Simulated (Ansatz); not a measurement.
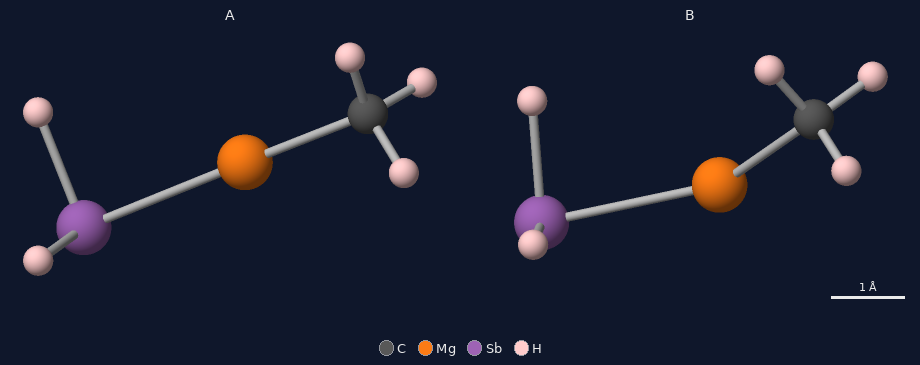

Two geometries of CH₅MgSb, drawn at one scale. One is the start of a relaxation, the other its converged end. The picture is a ball-and-stick view, seen at a tilt.

All numbers below come from RKS B3LYP/def2-SVP in Ansatz 0.2.0. Set-up: no spin polarisation; force threshold 0.015 eV/Å; at most 40 steps.

### Which of the two is the end point?

Structure A is the relaxed one. The run prepares an end point of a later path (torsion) calculation, from a guessed geometry. After 7 geometry steps the energy has fallen by 4.69 kcal/mol. The largest force component goes from 0.82 to 0.0074 eV/Å. An H atom moves most after the best rigid fit: 0.64 Å. By element the largest moves are H 0.64 Å, Mg 0.62 Å, C 0.24 Å, Sb 0.14 Å. Some distances before and after: Mg–Sb 2.638 → 2.778 Å, C–Mg 2.119 → 2.101 Å, C–H 1.094 → 1.105 Å. Bond angles that change, for instance: C–Mg–Sb 148.7° → 179.3°, Mg–Sb–H 79.1° → 86.4°, Mg–C–H 106.5° → 111.8°. The run took 58 s on 1 thread of Arm Neoverse N1, on a shared host, peak memory 0.17 GiB.
